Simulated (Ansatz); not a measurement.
Take PbTe in the rock salt structure (space group Fm-3m, No. 225; a = 6.534 Å) as the base.

Now apply this change: every Te is replaced by Se; the structure is relaxed again.

Method: r2SCAN (Ansatz, an electronic-structure program, PAW, no spin-orbit coupling).

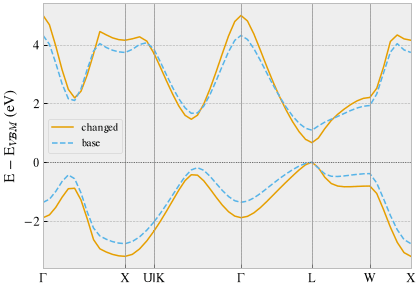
Figure. Highest valence and lowest conduction band along the path, each from its own valence-band maximum

Q: Read the changed gap and its character from the plot.

A: About 0.7 eV, direct at L.

With Pb and Te present, leaving out spin-orbit coupling can change the band edges. No phonon test of stability was made.
